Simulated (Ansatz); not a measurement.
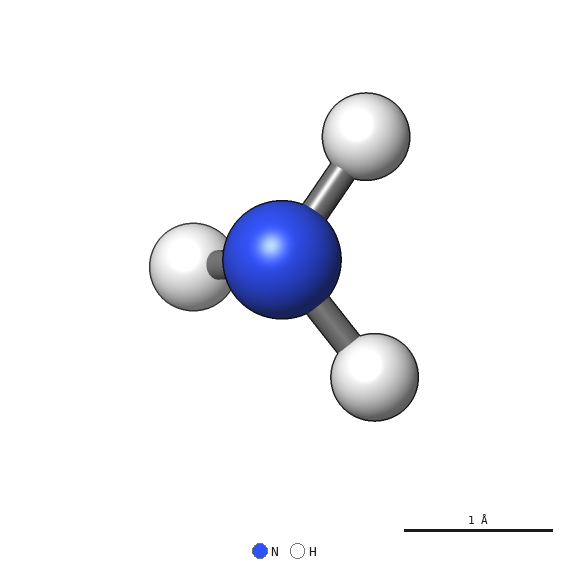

The geometry was computed by an optimisation with PBE0-D4/def2-TZVP.

**Count the atoms of each element.**

NH3, 4 atoms: 1 nitrogen and 3 hydrogen.

**Which point group does it belong to?**

C3v.

The parts below concern this one geometry. Atoms keep their numbers from picture to picture.

## Shape

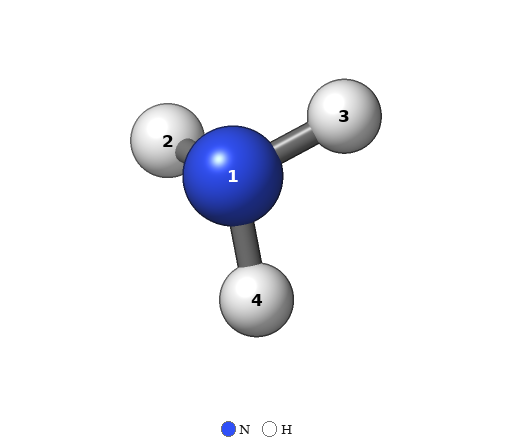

Atoms carry their numbers in the input.

Give the bond lengths.

```tsv
bond	length (Å)
N1–H2	1.013
N1–H3	1.013
N1–H4	1.013
```

## Thermal motion

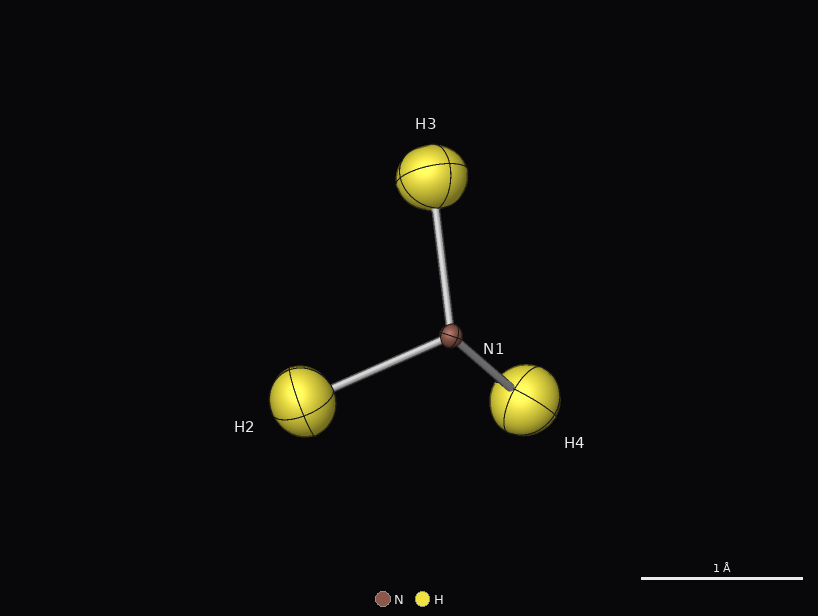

Displacement ellipsoids at the 50 % level, enlarged 2 times, from the internal vibrations of the free molecule (harmonic, no overall translation or rotation; no half-axis is drawn under 0.075 Å). Vibrations computed with RKS PBE0-D4/def2-TZVP (Ansatz 0.2.0). Temperature: 0 K (zero-point motion alone).

List U_eq and the three principal root-mean-square amplitudes for each kind of atom.

```
      atom  U_eq (Å²)   rms amplitudes (Å)
        N1    0.00011  0.008, 0.008, 0.014
H2, H3, H4     0.0051  0.066, 0.073, 0.074
```

## Electronic properties

Properties computed with RKS PBE0-D4/def2-TZVPP (Ansatz 0.2.0).

What does the calculation give?

- HOMO energy (Kohn–Sham orbital): −7.58 eV
- LUMO energy (Kohn–Sham orbital): 1.03 eV
- HOMO–LUMO gap: 8.62 eV

## Charges

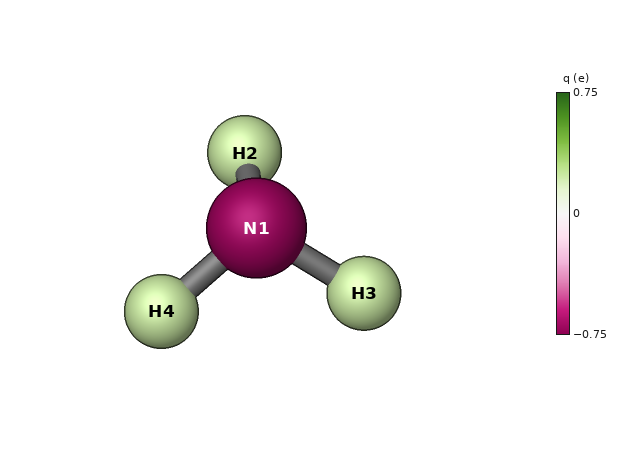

Atoms are coloured by their Mulliken charges. Method: RKS PBE0-D4/def2-TZVP (Ansatz 0.2.0).

List the Mulliken charges.

```tsv
atom	value (e)
N1	−0.70
H2	0.23
H3	0.23
H4	0.23
```

Mulliken values depend strongly on the basis set and can even reverse the polarity of a bond.
